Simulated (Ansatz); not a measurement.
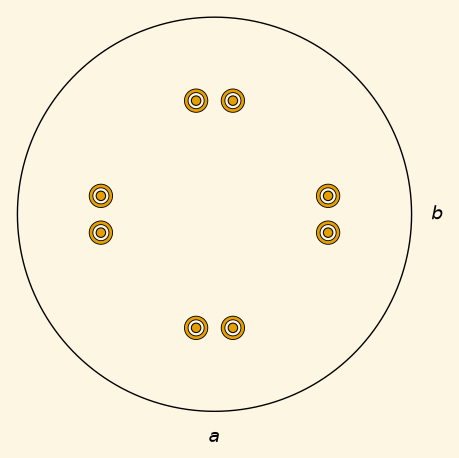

Stereographic projection: filled dots lie in the upper hemisphere, open rings in the lower. The c axis points at the viewer. The poles are all faces of one general form. Computed from the symmetry operations of a computed or model structure of composition TiAl.

> Name the crystal class.

4/mmm (D4h), order 16, tetragonal system: one fourfold axis, four twofold axes, five mirror planes, an inversion centre.

> Can such a crystal be piezoelectric, pyroelectric or chiral?

It is centrosymmetric, so neither piezoelectric nor pyroelectric; it is not chiral.
